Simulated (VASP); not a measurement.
Band structure of Cu3Si (space group I4/mmm). Calculation: PBEsol GGA, VASP's PBE PAW potentials (set 64) (plane waves; VASP 6.6.1).

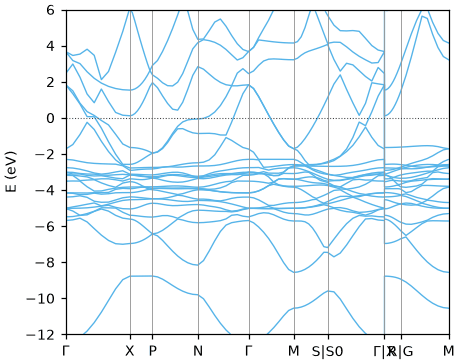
Figure: Bands along high-symmetry lines, zero at the valence-band maximum or, without a gap, the Fermi level

Read the plot: is there a gap, and where are the band edges?

It has no gap at this level: it comes out as a metal or semimetal. (Edges off the drawn lines would not show.)

The structure comes from a computed database's Cu3Si entry (I4/mmm); how it stands against other phases isn't given here. It was relaxed first. The electron count is odd and the run is not spin-polarised, which forces a metal.
